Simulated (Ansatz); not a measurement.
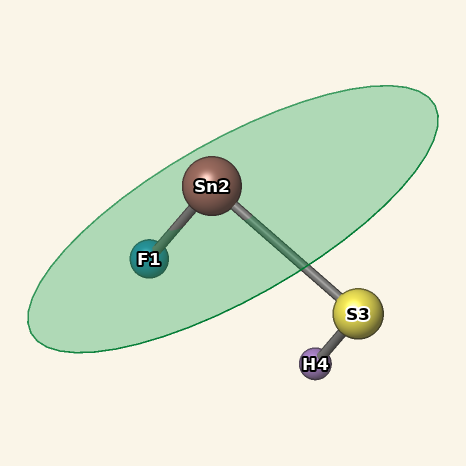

A disc through the centre of mass is drawn in. Distant atoms are faded towards the background colour. The computed structure is the end point of a PBE-D4/def2-SVP optimisation. No frequency run is at hand to confirm it as a minimum.

Question: Is the plane of the disc a mirror plane of the structure?

Answer: No. The point group is Cs, with 1 mirror plane, and this plane isn't one of its mirror planes.
